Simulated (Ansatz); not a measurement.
## Geometry relaxation, with input and output: Si$_{2}$PH$_{9}$ (part 2 of 2)

Si$_{2}$PH$_{9}$; RKS PBE-D4/cc-pVDZ (Ansatz 0.2.0). 

Geometry of the input (Å):
```
Si -0.4121  -0.3200  -0.8913
H  1.3482  0.0956  -0.3287
H  0.1480  -0.8986  -2.1455
H  -1.8662  -0.1437  -1.2532
Si -0.1709  -1.5627  1.0603
H  1.2498  1.1709  0.4388
P  0.0332  1.8119  -0.1640
H  0.3132  -0.6277  2.1149
H  -1.4263  -2.2025  1.5466
H  0.8458  -2.6245  0.8422
H  -0.8290  2.9627  0.0252
H  0.7662  2.3387  -1.2452
```

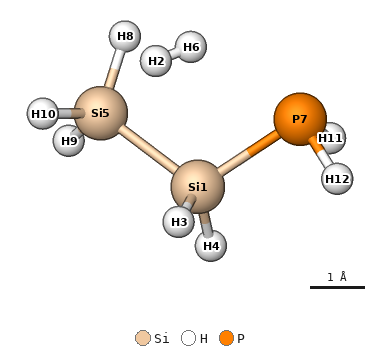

Fig. 1: The geometry at step 15 of the log (ball-and-stick view, seen at a tilt; atoms are numbered from 1 in the order of the input).

**Trajectory as extended XYZ, continued**
```
12
Properties=species:S:1:pos:R:3:forces:R:3 step=5 energy=-25175.23854
Si   -0.5081   -0.2624   -0.8585   -1.0376   0.3970  -0.3080
H     1.7338    0.1261   -0.0756   -0.1653   1.5007   0.4837
H     0.1475   -0.7906   -2.1450   -0.0218   0.2737   0.4184
H    -2.0142   -0.1406   -1.2173    0.4830  -0.1544   0.1553
Si   -0.1992   -1.6129    1.0788    0.1387  -0.0097   0.1275
H     1.4488    0.9987    0.2197    1.4630  -2.2515  -0.2062
P     0.0489    1.9141   -0.1184   -0.8488   1.2364  -0.3136
H     0.2975   -0.6818    2.1886   -0.1233  -0.2364  -0.2184
H    -1.5050   -2.2713    1.5380    0.2917   0.1628  -0.1521
H     0.8450   -2.7026    0.8263   -0.2511   0.2395   0.0576
H    -1.0165    2.9981   -0.1284    0.2616  -0.9396  -0.3077
H     0.7215    2.4253   -1.3083   -0.1901  -0.2185   0.2634
12
Properties=species:S:1:pos:R:3:forces:R:3 step=7 energy=-25176.10037
Si   -0.6239   -0.1667   -0.8315   -0.0821   0.2170   0.0201
H     2.0156    0.1311    0.0524    0.2469  -0.0580  -0.0532
H     0.1195   -0.6755   -2.0760   -0.1078   0.2844   0.3385
H    -2.0985   -0.1328   -1.1842    0.0639  -0.0436   0.0526
Si   -0.2167   -1.5985    1.0575   -0.0865   0.0964  -0.0079
H     1.6678    0.8256    0.1719    0.5472  -0.3621   0.1773
P     0.0328    1.9904   -0.0804   -0.7975   0.5675  -0.4140
H     0.2787   -0.7067    2.1856   -0.0605  -0.1406  -0.0995
H    -1.5085   -2.2688    1.5064    0.1654   0.0856  -0.0761
H     0.8172   -2.6887    0.8045   -0.1467   0.2019  -0.0404
H    -1.1615    2.8671   -0.2903    0.4343  -0.7089  -0.0996
H     0.6774    2.4234   -1.3160   -0.1765  -0.1396   0.2023
12
Properties=species:S:1:pos:R:3:forces:R:3 step=8 energy=-25176.29689
Si   -0.6675   -0.1375   -0.8074    0.0404   0.1138   0.0392
H     2.2153    0.1426    0.0491    0.0118   0.0659  -0.0065
H     0.1187   -0.5548   -2.0390   -0.0829   0.0489   0.1429
H    -2.1376   -0.1248   -1.1583    0.0134  -0.0030   0.0036
Si   -0.2434   -1.5584    1.0573   -0.0507  -0.0116  -0.0778
H     1.7108    0.7331    0.1744    0.5833  -0.3699   0.1155
P     0.0187    1.9612   -0.0617   -0.6160   0.4993  -0.2474
H     0.2492   -0.6813    2.1900   -0.0361  -0.0846  -0.0372
H    -1.5208   -2.2488    1.4903    0.0785   0.0185  -0.0068
H     0.8014   -2.6166    0.7605   -0.0793   0.0877   0.0092
H    -1.2040    2.7219   -0.3562    0.2342  -0.3014   0.0024
H     0.6592    2.3634   -1.2991   -0.0966  -0.0638   0.0630
12
Properties=species:S:1:pos:R:3:forces:R:3 step=9 energy=-25176.41228
Si   -0.6994   -0.1093   -0.7934    0.0121   0.0335   0.0408
H     2.4003    0.1369    0.0685    0.8549  -0.8145  -0.2532
H     0.1024   -0.5108   -2.0154   -0.0726   0.0071   0.0773
H    -2.1722   -0.1111   -1.1497    0.0788  -0.0081   0.0073
Si   -0.2689   -1.5526    1.0505   -0.0364   0.0180  -0.0343
H     1.8742    0.6384    0.2196   -0.5609   0.6835   0.3077
P    -0.0304    1.9929   -0.0699   -0.3913   0.3576  -0.2059
H     0.2232   -0.6871    2.1922   -0.0343  -0.0816  -0.0329
H    -1.5350   -2.2591    1.4867    0.0568   0.0141  -0.0140
H     0.7846   -2.5966    0.7427   -0.0632   0.0678  -0.0063
H    -1.2732    2.6890   -0.4086    0.2210  -0.2188   0.0513
H     0.5943    2.3693   -1.3232   -0.0651  -0.0585   0.0622
12
Properties=species:S:1:pos:R:3:forces:R:3 step=11 energy=-25176.51255
Si   -0.7283   -0.0516   -0.7508   -0.0447  -0.0269   0.0229
H     2.7155    0.0196    0.1575    0.0062  -0.0294  -0.0203
H     0.0669   -0.4790   -1.9610    0.0320   0.0257  -0.0050
H    -2.1901   -0.0906   -1.1322   -0.0100   0.0066   0.0083
Si   -0.3162   -1.5421    1.0465    0.0226   0.0482   0.0518
H     2.1791    0.5686    0.2233    0.0400   0.0172   0.0395
P    -0.1315    2.0945   -0.1008   -0.0384  -0.0194  -0.0932
H     0.1766   -0.7361    2.2252   -0.0032  -0.0239   0.0167
H    -1.5624   -2.2839    1.4701   -0.0130   0.0133  -0.0378
H     0.7421   -2.5587    0.6921    0.0009   0.0022  -0.0238
H    -1.4108    2.6557   -0.4839    0.0446  -0.0172   0.0165
H     0.4590    2.4038   -1.3860   -0.0371   0.0037   0.0244
12
Properties=species:S:1:pos:R:3:forces:R:3 step=12 energy=-25176.51351
Si   -0.7577   -0.0667   -0.7444    0.0911   0.2113   0.0092
H     2.7676   -0.0246    0.1084   -0.0469   0.0461   0.0132
H     0.0724   -0.4363   -1.9517   -0.0411  -0.1016   0.0189
H    -2.2209   -0.0962   -1.1261    0.0319  -0.0705   0.0049
Si   -0.3139   -1.5161    1.0729   -0.0728  -0.1074  -0.1130
H     2.3452    0.5819    0.3340    0.0468  -0.0495  -0.0051
P    -0.1599    2.0831   -0.1370    0.0103   0.0803   0.0232
H     0.1776   -0.7801    2.2979   -0.0299   0.0262  -0.0717
H    -1.5924   -2.2467    1.4134    0.0433  -0.0354   0.0665
H     0.7278   -2.5291    0.6589   -0.0069  -0.0112   0.0534
H    -1.4455    2.6386   -0.4935   -0.0078   0.0163   0.0191
H     0.3996    2.3923   -1.4328   -0.0179  -0.0045  -0.0188
12
Properties=species:S:1:pos:R:3:forces:R:3 step=14 energy=-25176.55362
Si   -0.6662   -0.0531   -0.7796    0.0228   0.0511   0.0601
H     2.7211   -0.0801    0.0289    0.0378  -0.0629  -0.0126
H     0.2101   -0.5148   -1.9170    0.0371  -0.0016  -0.0276
H    -2.1004   -0.0933   -1.2495   -0.0279  -0.0135  -0.0231
Si   -0.3594   -1.4978    1.0715   -0.0100  -0.0127  -0.0149
H     2.3976    0.5559    0.3163   -0.0095   0.0361   0.0176
P    -0.0272    2.0937   -0.2114    0.0412  -0.0895   0.0389
H     0.0637   -0.7117    2.2885   -0.0063   0.0118   0.0073
H    -1.6399   -2.2311    1.3916   -0.0098  -0.0011   0.0117
H     0.7079   -2.5227    0.7706    0.0041   0.0086   0.0006
H    -1.3902    2.5567   -0.1195   -0.0625   0.0287   0.0392
H     0.0830    2.4983   -1.5905   -0.0170   0.0449  -0.0972
12
Properties=species:S:1:pos:R:3:forces:R:3 step=15 energy=-25176.56345
Si   -0.6663   -0.0403   -0.7844   -0.0102   0.0641  -0.0032
H     2.8109   -0.1584    0.0847   -0.0325   0.0911   0.0456
H     0.2245   -0.5049   -1.9084    0.0473  -0.0245  -0.0335
H    -2.0947   -0.0979   -1.2715   -0.0247  -0.0114  -0.0248
Si   -0.3780   -1.4804    1.0686   -0.0004   0.0024   0.0266
H     2.5514    0.5237    0.3424    0.0283  -0.1071  -0.0447
P    -0.0371    2.1162   -0.2647   -0.1152   0.0761  -0.2375
H     0.0365   -0.7107    2.2989   -0.0009   0.0238  -0.0008
H    -1.6572   -2.2196    1.3786   -0.0171   0.0000  -0.0036
H     0.6925   -2.4964    0.7598    0.0296  -0.0256   0.0062
H    -1.4107    2.5321   -0.0402    0.1274  -0.0144   0.0149
H    -0.0718    2.5365   -1.6639   -0.0315  -0.0744   0.2548
12
Properties=species:S:1:pos:R:3:forces:R:3 step=17 energy=-25176.57555
Si   -0.6498   -0.0418   -0.8042   -0.0018   0.0209   0.0014
H     2.8358   -0.1767    0.0579   -0.0234   0.0394   0.0327
H     0.2672   -0.5120   -1.9076    0.0217  -0.0037  -0.0098
H    -2.0692   -0.1081   -1.3200   -0.0059  -0.0080  -0.0116
Si   -0.3826   -1.4606    1.0716    0.0023  -0.0113   0.0015
H     2.5184    0.4737    0.3278    0.0254  -0.0530  -0.0296
P    -0.0226    2.1106   -0.2803   -0.0869   0.0411  -0.1216
H     0.0096   -0.6698    2.2965   -0.0060   0.0187  -0.0048
H    -1.6644   -2.2012    1.3702   -0.0072   0.0055   0.0012
H     0.6988   -2.4768    0.7956    0.0074  -0.0049   0.0086
H    -1.3780    2.5078    0.0494    0.0811  -0.0234   0.0198
H    -0.1632    2.5548   -1.6569   -0.0067  -0.0214   0.1121
12
Properties=species:S:1:pos:R:3:forces:R:3 step=18 energy=-25176.58337
Si   -0.6379   -0.0455   -0.8236    0.0148  -0.0162  -0.0560
H     2.8499   -0.2152    0.0694   -0.0450   0.0794   0.0411
H     0.3028   -0.5123   -1.9113   -0.0118  -0.0043   0.0059
H    -2.0508   -0.1271   -1.3583    0.0132   0.0012  -0.0078
Si   -0.3883   -1.4483    1.0689    0.0231   0.0257   0.0195
H     2.5179    0.4476    0.2913    0.0482  -0.0909  -0.0361
P    -0.0142    2.1057   -0.3030   -0.1205   0.0535  -0.0089
H    -0.0157   -0.6230    2.2785   -0.0056  -0.0088  -0.0041
H    -1.6726   -2.1845    1.3704    0.0017   0.0106  -0.0104
H     0.7027   -2.4663    0.8314   -0.0176   0.0190   0.0026
H    -1.3501    2.4719    0.1356    0.1257  -0.0249  -0.0192
H    -0.2437    2.5969   -1.6491   -0.0263  -0.0443   0.0733
12
Properties=species:S:1:pos:R:3:forces:R:3 step=19 energy=-25176.58618
Si   -0.6189   -0.0521   -0.8663   -0.0125  -0.0094   0.0908
H     2.8673   -0.2708    0.1038   -0.0624   0.1160   0.0401
H     0.3353   -0.5299   -1.9391   -0.0141   0.0294   0.0372
H    -2.0255   -0.1381   -1.4199    0.0288  -0.0075   0.0158
Si   -0.3866   -1.4018    1.0689   -0.0087  -0.0787  -0.0561
H     2.5371    0.4109    0.2673    0.0643  -0.1233  -0.0352
P    -0.0068    2.0939   -0.3250   -0.2397   0.1435  -0.1554
H    -0.0374   -0.5778    2.2876   -0.0088   0.0203  -0.0576
H    -1.6791   -2.1349    1.3438    0.0117  -0.0002   0.0186
H     0.7054   -2.4246    0.8529   -0.0227   0.0192   0.0296
H    -1.2992    2.4335    0.2657    0.2251  -0.1164  -0.1238
H    -0.3916    2.5915   -1.6396    0.0391   0.0070   0.1960
12
Properties=species:S:1:pos:R:3:forces:R:3 step=21 energy=-25176.59700
Si   -0.6083   -0.0484   -0.8695    0.0162   0.0058  -0.0105
H     2.8602   -0.3000    0.1554   -0.0143   0.0200   0.0109
H     0.3583   -0.5189   -1.9298   -0.0019  -0.0194  -0.0222
H    -2.0083   -0.1486   -1.4313   -0.0074   0.0013  -0.0072
Si   -0.3913   -1.4064    1.0569    0.0096   0.0152   0.0038
H     2.5483    0.3995    0.2471    0.0141  -0.0256  -0.0053
P    -0.0006    2.1099   -0.3703   -0.0456   0.0041  -0.0041
H    -0.0379   -0.5505    2.2489    0.0038   0.0042   0.0186
H    -1.6854   -2.1263    1.3546    0.0013   0.0071  -0.0085
H     0.6982   -2.4338    0.8663   -0.0052   0.0035   0.0007
H    -1.2481    2.3980    0.3058    0.0263  -0.0135  -0.0068
H    -0.4853    2.6258   -1.6341    0.0033  -0.0027   0.0307
12
Properties=species:S:1:pos:R:3:forces:R:3 step=22 energy=-25176.59979
Si   -0.6059   -0.0540   -0.8982   -0.0068  -0.0059   0.0047
H     2.8446   -0.3224    0.2281   -0.0012  -0.0042   0.0035
H     0.3476   -0.5357   -1.9661    0.0007   0.0000  -0.0068
H    -2.0124   -0.1530   -1.4453    0.0010  -0.0032  -0.0037
Si   -0.3785   -1.3874    1.0442   -0.0047   0.0005   0.0047
H     2.5503    0.3893    0.2539    0.0007  -0.0006   0.0001
P    -0.0010    2.0997   -0.3854    0.0116   0.0133  -0.0042
H    -0.0083   -0.5206    2.2242    0.0011   0.0030   0.0007
H    -1.6773   -2.0911    1.3605    0.0027   0.0056  -0.0041
H     0.6982   -2.4284    0.8590    0.0028  -0.0017   0.0007
H    -1.2243    2.3597    0.3410   -0.0017  -0.0127   0.0056
H    -0.5330    2.6438   -1.6159   -0.0061   0.0058  -0.0013
12
Properties=species:S:1:pos:R:3:forces:R:3 step=24 energy=-25176.60091
Si   -0.6016   -0.0576   -0.9218   -0.0078   0.0070  -0.0059
H     2.8291   -0.3500    0.2923   -0.0195   0.0500  -0.0024
H     0.3464   -0.5442   -1.9927    0.0030   0.0057  -0.0007
H    -2.0100   -0.1601   -1.4632    0.0005  -0.0056   0.0015
Si   -0.3681   -1.3714    1.0321   -0.0063  -0.0062   0.0210
H     2.5560    0.3716    0.2594    0.0190  -0.0520   0.0038
P    -0.0013    2.0979   -0.4082   -0.0147   0.0238  -0.0084
H     0.0142   -0.4907    2.1987   -0.0015  -0.0029  -0.0068
H    -1.6720   -2.0588    1.3641    0.0064   0.0043  -0.0030
H     0.6995   -2.4241    0.8585   -0.0019   0.0022  -0.0039
H    -1.1932    2.3254    0.3811    0.0169  -0.0144  -0.0081
H    -0.5990    2.6621   -1.6002    0.0061  -0.0118   0.0127
12
Properties=species:S:1:pos:R:3:forces:R:3 step=25 energy=-25176.60096
Si   -0.6003   -0.0518   -0.9210   -0.0065   0.0053  -0.0078
H     2.8291   -0.3701    0.2971   -0.0055   0.0137  -0.0008
H     0.3482   -0.5377   -1.9924    0.0002   0.0110   0.0053
H    -2.0087   -0.1592   -1.4621    0.0032  -0.0077   0.0025
Si   -0.3645   -1.3676    1.0320   -0.0066  -0.0043   0.0160
H     2.5719    0.3561    0.2698    0.0020  -0.0127   0.0009
P    -0.0125    2.1090   -0.4125    0.0256  -0.0099  -0.0018
H     0.0196   -0.4913    2.2011   -0.0014   0.0007  -0.0069
H    -1.6685   -2.0552    1.3630    0.0075   0.0035  -0.0027
H     0.7028   -2.4200    0.8541   -0.0034   0.0004  -0.0032
H    -1.2041    2.3264    0.3781   -0.0044  -0.0024  -0.0063
H    -0.6131    2.6614   -1.6073   -0.0107   0.0022   0.0049
```
